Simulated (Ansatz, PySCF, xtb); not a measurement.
Dissociation curve of Cl₅W, SMILES [Cl][W]([Cl])([Cl])([Cl])[Cl], doublet. The W1–Cl6 bond (W1 also carries Cl, Cl, Cl, Cl; Cl6 carries nothing else) is pulled apart rigidly from the PBE0/def2-TZVP, def2 effective core potentials past Kr optimised geometry.

```
6

W      0.0000     0.0000     0.0000
Cl    -2.3061    -0.0465     0.0297
Cl     2.3060    -0.0475     0.0292
Cl    -0.0004    -2.0114    -0.9894
Cl     0.0000     1.8902    -1.1801
Cl     0.0000     0.0000     2.2418
```

Computed with: UKS-PBE = unrestricted PBE/def2-TZVP, def2 effective core potentials past Kr (Ansatz, an electronic-structure program); UKS-B3LYP/LANL2DZ = unrestricted B3LYP/LANL2DZ, with its core potentials past Ne (PySCF); GFN1-xTB (xtb).

Energies are in kJ/mol, each relative to the lowest point of its own curve near equilibrium.

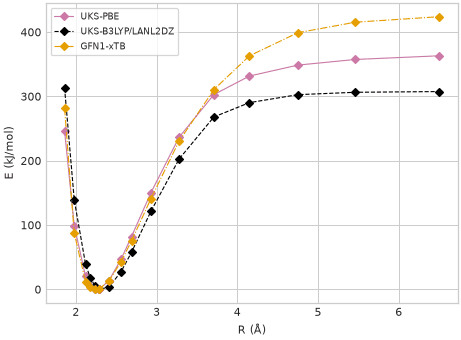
Figure. Energy against bond length for each method.

```csv
R / Å,UKS-PBE,UKS-B3LYP/LANL2DZ,GFN1-xTB
1.86,246.4,313.2,281.6
1.98,99.2,139.2,87.2
2.12,20.0,39.0,12.0
2.18,5.9,17.5,3.0
2.24,0.0,4.9,0.0
2.29,0.1,0.0,0.7
2.41,13.6,3.4,13.0
2.56,46.7,27.4,42.8
2.69,82.0,57.6,75.4
2.93,150.2,121.3,140.9
3.28,236.6,202.7,230.6
3.71,302.7,267.9,310.5
4.15,331.5,290.2,363.0
4.75,348.6,302.6,398.9
5.46,357.3,306.3,415.2
6.50,363.1,307.4,423.8
```

At the longest distance, 6.50 Å, GFN1-xTB lies highest above its minimum (423.8 kJ/mol) and UKS-B3LYP/LANL2DZ lowest (307.4 kJ/mol).

The unrestricted determinant behind UKS-PBE is spin-contaminated at 3.71 to 6.50 Å (<S²> up to 1.5, against 0.75 for a pure doublet). The unrestricted determinant behind UKS-B3LYP/LANL2DZ is spin-contaminated at 3.28 to 6.50 Å (<S²> up to 1.6, against 0.75 for a pure doublet).
